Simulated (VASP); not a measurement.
Band structure of PtAl2 (fluorite). All values below come from PBE GGA with D3 dispersion (zero damping), VASP's PBE PAW potentials (set 64) (plane waves; VASP).

Unless said otherwise, spin-orbit coupling is left out, though it shifts the bands of the heavy elements here.

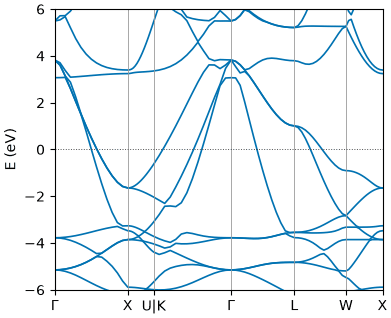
Figure: Bands along high-symmetry lines, zero at the valence-band maximum or, without a gap, the Fermi level

Read the plot: is there a gap, and where are the band edges?

It has no gap at this level: it comes out as a metal or semimetal. (Edges off the drawn lines would not show.)

The compound is PtAl2 in the fluorite structure. It was relaxed first.
